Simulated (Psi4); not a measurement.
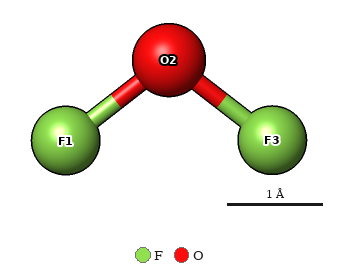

The starting structure (ball-and-stick view, seen on its broad side; atoms are numbered from 1 in the order of the input). Bond lengths as drawn: F–O 1.38 Å.

## Run report: OF2, geometry relaxation (part 1 of 3)

System: OF2 (oxygen difluoride).
Method: r2SCAN-3c/def2-mTZVPP, RKS (Psi4 1.11).

The geometry comes from this level: PBE0-D4/def2-TZVP.

Output
```
Psi4 1.11 release

gradient() will perform analytic gradient computation.

   => Loading Basis Set <=

    Name: DEF2-MTZVPP
    Role: ORBITAL
    Keyword: BASIS

   => R2SCAN3C: Empirical Dispersion <=

        a1 =       0.420000
        a2 =       5.650000
       alp =      16.000000
        s6 =       1.000000
        s8 =       0.000000
        s9 =       2.000000
        ga =       2.000000
        gc =       1.000000
        wf =       6.000000

         ---------------------------------------------------------
                                   SCF
                              RKS Reference
                        1 Threads,   1525 MiB Core
         ---------------------------------------------------------

  ==> Geometry <==

    Molecular point group: cs
    Full point group: Cs

    Geometry (in Angstrom), charge = 0, multiplicity = 1:

       Center              X                  Y                   Z               Mass
    ------------   -----------------  -----------------  -----------------  -----------------
         F           -0.471614677648     1.011638283807     0.000000000000    18.998403162730
         O           -0.471614677648    -0.369094716193     0.000000000000    15.994914619570
         F            0.868671021685    -0.700894353305     0.000000000000    18.998403162730

  Running in cs symmetry.

  Rotational constants: A =      2.06805  B =      0.37526  C =      0.31762 [cm^-1]
  Rotational constants: A =  61998.72694  B =  11249.89567  C =   9522.07953 [MHz]
  Nuclear repulsion =   74.899333547315663

  Charge       = 0
  Multiplicity = 1
  Electrons    = 26
  Nalpha       = 13
  Nbeta        = 13

  ==> Algorithm <==

  SCF Algorithm Type is DF.
  DIIS enabled.
  MOM disabled.
  Fractional occupation disabled.
  Guess Type is SAD.
  Energy threshold   = 1.00e-08
  Density threshold  = 1.00e-08
  Integral threshold = 1.00e-12

  ==> Primary Basis <==

  Basis Set: DEF2-MTZVPP
    Blend: DEF2-MTZVPP
    Number of shells: 30
    Number of basis functions: 72
    Number of Cartesian functions: 78
    Spherical Harmonics?: true
    Max angular momentum: 2

  ==> DFT Potential <==

   => LibXC <=

    Version 7.1.2

   => Composite Functional: R2SCAN3C <=

    Deriv               =              1
    GGA                 =           TRUE
    Meta                =           TRUE

    Exchange Hybrid     =          FALSE
    MP2 Hybrid          =          FALSE

   => Exchange Functionals <=

    1.0000   XC_MGGA_X_R2SCAN

   => Correlation Functionals <=

    1.0000   XC_MGGA_C_R2SCAN

   => LibXC Density Thresholds  <==

    XC_MGGA_C_R2SCAN:  1.00E-15
    XC_MGGA_X_R2SCAN:  1.00E-11

   => Molecular Quadrature <=

    Radial Scheme          =       TREUTLER
    Pruning Scheme         =           NONE
    Nuclear Scheme         =       TREUTLER

    Blocking Scheme        =         OCTREE
    BS radius alpha        =              1
    Pruning alpha          =              1
    Radial Points          =             75
    Spherical Points       =            302
    Total Points           =          65175
    Total Blocks           =            538
    Max Points             =            256
    Max Functions          =             70
    Weights Tolerance      =       1.00E-15

   => Loading Basis Set <=

    Name: (DEF2-MTZVPP AUX)
    Role: JKFIT
    Keyword: DF_BASIS_SCF

  ==> Integral Setup <==

  DFHelper Memory: AOs need 0.010 GiB; user supplied 0.813 GiB.
  SCF_SUBTYPE=INCORE selected. In-core MEM_DF algorithm will be used.
  Using in-core AOs.

  ==> MemDFJK: Density-Fitted J/K Matrices <==

    J tasked:                   Yes
    K tasked:                    No
    wK tasked:                   No
    Memory [MiB]:               832
    Algorithm:                 Core
    Schwarz Cutoff:           1E-12
    Mask sparsity (%):       0.6173
    Fitting Condition:        1E-10

   => Auxiliary Basis Set <=

  Basis Set: (DEF2-MTZVPP AUX)
    Blend: DEF2-UNIVERSAL-JKFIT
    Number of shells: 75
    Number of basis functions: 231
    Number of Cartesian functions: 279
    Spherical Harmonics?: true
    Max angular momentum: 4

  Cached 100.0% of DFT collocation blocks in 0.304 [GiB].

  Minimum eigenvalue in the overlap matrix is 1.2195719069E-03.
  Reciprocal condition number of the overlap matrix is 2.5379500658E-04.
    Using symmetric orthogonalization.

  ==> Pre-Iterations <==

  SCF Guess: Superposition of Atomic Densities via on-the-fly atomic UHF (no occupation information).

   -------------------------
    Irrep   Nso     Nmo
   -------------------------
     A'        51      51
     A"        21      21
   -------------------------
    Total      72      72
   -------------------------

  ==> Iterations <==

                           Total Energy        Delta E     RMS |[F,P]|

   @DF-RKS iter SAD:  -274.35981516255475   -2.74360e+02   0.00000e+00
   @DF-RKS iter   1:  -274.63979085756074   -2.79976e-01   5.23973e-03 ADIIS/DIIS
   @DF-RKS iter   2:  -274.60887461536856    3.09162e-02   7.70169e-03 ADIIS/DIIS
   @DF-RKS iter   3:  -274.64995527758953   -4.10807e-02   3.29495e-03 ADIIS/DIIS
   @DF-RKS iter   4:  -274.66125681873433   -1.13015e-02   3.19607e-04 ADIIS/DIIS
   @DF-RKS iter   5:  -274.66135942922909   -1.02610e-04   7.42258e-05 DIIS
   @DF-RKS iter   6:  -274.66136457677311   -5.14754e-06   5.16291e-06 DIIS
   @DF-RKS iter   7:  -274.66136460316574   -2.63926e-08   7.05624e-07 DIIS
   @DF-RKS iter   8:  -274.66136460353630   -3.70562e-10   2.66257e-07 DIIS
   @DF-RKS iter   9:  -274.66136460358598   -4.96811e-11   1.52590e-07 DIIS
   @DF-RKS iter  10:  -274.66136460360957   -2.35900e-11   8.72167e-09 DIIS
  Energy and wave function converged.

  ==> Post-Iterations <==

   Electrons on quadrature grid:
      Ntotal   =   26.0000106309 ; deviation = 1.063e-05

    Orbital Energies [Eh]
    ---------------------

    Doubly Occupied:

       1Ap   -24.571668     2Ap   -24.571663     3Ap   -19.171161
       4Ap    -1.318143     5Ap    -1.200770     6Ap    -0.906497
       7Ap    -0.601117     8Ap    -0.545598     1App   -0.511883
       2App   -0.419195     9Ap    -0.414025    10Ap    -0.405022
       3App   -0.290501

    Virtual:

      11Ap    -0.123097    12Ap    -0.088736    13Ap     0.296500
      14Ap     0.319801    15Ap     0.343274     4App    0.405487
      16Ap     0.457394    17Ap     0.467085     5App    0.495433
       6App    0.529152    18Ap     0.534515    19Ap     0.646394
       7App    0.653085     8App    0.671772    20Ap     0.676133
      21Ap     0.706028    22Ap     0.746069     9App    0.804081
      23Ap     0.865728    24Ap     0.944982    10App    0.971506
      11App    1.139667    25Ap     1.150249    26Ap     1.165640
      12App    1.166814    27Ap     1.225125    28Ap     1.325585
      29Ap     1.366744    30Ap     1.537500    31Ap     2.403095
      13App    2.459907    32Ap     2.537906    33Ap     2.621814
      34Ap     2.697754    14App    2.702136    15App    2.706516
      35Ap     2.784671    36Ap     2.926106    37Ap     3.152422
      16App    3.162220    17App    3.173052    38Ap     3.193430
      39Ap     3.241557    40Ap     3.251904    18App    3.306115
      41Ap     3.376734    42Ap     3.381124    19App    3.381740
      43Ap     3.459429    20App    3.539387    21App    3.548614
      44Ap     3.714780    45Ap     4.119129    46Ap     4.251942
      47Ap     4.828619    48Ap     4.939076    49Ap    43.289347
      50Ap    57.200341    51Ap    57.340215

    Final Occupation by Irrep:
             Ap   App
    DOCC [    10,    3 ]
    NA   [    10,    3 ]
    NB   [    10,    3 ]

  @DF-RKS Final Energy:  -274.66136460360957

   => Energetics <=

    Nuclear Repulsion Energy =             74.8993335473156634
    One-Electron Energy =                -530.4091614026013985
    Two-Electron Energy =                 210.0584372494096783
    DFT Exchange-Correlation Energy =     -29.2155882899861972
    Empirical Dispersion Energy =           0.0056142922527052
    VV10 Nonlocal Energy =                  0.0000000000000000
    Total Energy =                       -274.6613646036095702

Computation Completed

Properties will be evaluated at   0.000000,   0.000000,   0.000000 [a0]

Properties computed using the SCF density matrix

 Multipole Moments:

 ------------------------------------------------------------------------------------
     Multipole            Electronic (a.u.)      Nuclear  (a.u.)        Total (a.u.)
 ------------------------------------------------------------------------------------

 L = 1.  Multiply by 2.5417464519 to convert [e a0] to [Debye]
 Dipole X            :          0.3044802           -0.3768309           -0.0723507
 Dipole Y            :          0.2383110           -0.2949151           -0.0566041
 Dipole Z            :          0.0000000            0.0000000            0.0000000
 Magnitude           :                                                    0.0918621

 ------------------------------------------------------------------------------------

	total time  =          6 seconds =       0.10 minutes

         ------------------------------------------------------------
                                   SCF GRAD
         ------------------------------------------------------------

  ==> Geometry <==

    Molecular point group: cs
    Full point group: Cs

    Geometry (in Angstrom), charge = 0, multiplicity = 1:

       Center              X                  Y                   Z               Mass
    ------------   -----------------  -----------------  -----------------  -----------------
         F           -0.471614677648     1.011638283807     0.000000000000    18.998403162730
         O           -0.471614677648    -0.369094716193     0.000000000000    15.994914619570
         F            0.868671021685    -0.700894353305     0.000000000000    18.998403162730

  Nuclear repulsion =   74.899333547315663

  ==> Basis Set <==

  Basis Set: DEF2-MTZVPP
    Blend: DEF2-MTZVPP
    Number of shells: 30
    Number of basis functions: 72
    Number of Cartesian functions: 78
    Spherical Harmonics?: true
    Max angular momentum: 2

  ==> DFJKGrad: Density-Fitted SCF Gradients <==

    Gradient:                    1
    J tasked:                  Yes
    K tasked:                   No
    wK tasked:                  No
    Integrals threads:           1
    Memory [MiB]:             1144
    Schwarz Cutoff:          1E-12
    Fitting Condition:       1E-10

   => Auxiliary Basis Set <=

  Basis Set: (DEF2-MTZVPP AUX)
    Blend: DEF2-UNIVERSAL-JKFIT
    Number of shells: 75
    Number of basis functions: 231
    Number of Cartesian functions: 279
    Spherical Harmonics?: true
    Max angular momentum: 4

   => Molecular Quadrature <=

    Radial Scheme          =       TREUTLER
    Pruning Scheme         =           NONE
    Nuclear Scheme         =       TREUTLER

    Blocking Scheme        =         OCTREE
    BS radius alpha        =              1
    Pruning alpha          =              1
    Radial Points          =             75
    Spherical Points       =            302
    Total Points           =          65175
    Total Blocks           =            538
    Max Points             =            256
    Max Functions          =             70
    Weights Tolerance      =       1.00E-15

  -Total Gradient:
     Atom            X                  Y                   Z
    ------   -----------------  -----------------  -----------------
       1        0.002249518225    -0.021866365637     0.000000000000
       2        0.017550036895     0.013741018351     0.000000000000
       3       -0.020679325758     0.007436742157     0.000000000000

	total time  =          0 seconds =       0.00 minutes

    			-----------------------------------------

    			 OPTKING 3.0: for geometry optimizations

    			        with contributions from

    			-----------------------------------------

	                            ===> Fragment 1 <==

	 Z (Atomic Numbers)          Masses                          Geom
	       9.000000            18.998403         -0.89122258  1.91171929  0.00000000
	       8.000000            15.994915         -0.89122258 -0.69748793  0.00000000
	       9.000000            18.998403          1.64155032 -1.32449837  0.00000000

	 - Coordinate -           - BOHR/RAD -       - ANG/DEG -
	 R(1,2)           =         2.609207           1.380733
	 R(2,3)           =         2.609230           1.380745
	 B(1,2,3)         =         1.813476         103.904530

	        --- Internal Coordinate Step in ANG or DEG, aJ/ANG or AJ/DEG ---
	-------------------------------------------------------------------------------
	           Coordinate      Previous         Force          Change          New
	           ----------      --------        ------          ------        ------
	               R(1,2)       1.38073        0.17826        0.02328       1.40402
	               R(2,3)       1.38074        0.17821        0.02328       1.40402
	             B(1,2,3)     103.90453        0.00050        1.50801     105.41254
	-------------------------------------------------------------------------------

	                                 ==> Convergence Check <==

	Measures of convergence in internal coordinates in au.

	Criteria marked as inactive (o), active & met (*), and active & unmet ( ).

	----------------------------------------------------------------------------------------------~
	   Step    Total Energy     Delta E     Max Force     RMS Force      Max Disp      RMS Disp   ~
	----------------------------------------------------------------------------------------------~
	  Convergence Criteria     1.00e-06 *    3.00e-04 *             o    1.20e-03 *             o~
	----------------------------------------------------------------------------------------------~
	     1    -274.66136460   -2.75e+02      2.16e-02      1.81e-02 o    4.40e-02      3.90e-02 o  ~
	----------------------------------------------------------------------------------------------

Next Geometry in Ang
	Fragment 1 (Ang)

	    F  -0.4899456430   1.0349119207   0.0000000000
	    O  -0.4714681821  -0.3689824658   0.0000000000
	    F   0.8868554915  -0.7242802406   0.0000000000

    Structure for next step:
    Molecular point group: cs
    Full point group: Cs

    Geometry (in Angstrom), charge = 0, multiplicity = 1:

    F
    O             1          r2
    F             2          r3      1          a3

    a3        =  105.4125430891
    r2        =    1.4040159775
    r3        =    1.4040226889

gradient() will perform analytic gradient computation.

  ==> Geometry <==

    Molecular point group: cs
    Full point group: Cs

    Geometry (in Angstrom), charge = 0, multiplicity = 1:

       Center              X                  Y                   Z               Mass
    ------------   -----------------  -----------------  -----------------  -----------------
         F           -0.476275090798     1.041276329282     0.000000000000    18.998403162730
         O           -0.476275090798    -0.362739648221     0.000000000000    15.994914619570
         F            0.877255075668    -0.735882783692     0.000000000000    18.998403162730

  Running in cs symmetry.

  Rotational constants: A =      2.06940  B =      0.35561  C =      0.30347 [cm^-1]
  Rotational constants: A =  62039.08276  B =  10661.05286  C =   9097.67135 [MHz]
  Nuclear repulsion =   73.461460270088239

  Charge       = 0
  Multiplicity = 1
  Electrons    = 26
  Nalpha       = 13
  Nbeta        = 13

  ==> Algorithm <==

  SCF Algorithm Type is DF.
  DIIS enabled.
  MOM disabled.
  Fractional occupation disabled.
  Guess Type is READ.
  Energy threshold   = 1.00e-08
  Density threshold  = 1.00e-08
  Integral threshold = 1.00e-12

   => Molecular Quadrature <=

    Radial Scheme          =       TREUTLER
    Pruning Scheme         =           NONE
    Nuclear Scheme         =       TREUTLER
```
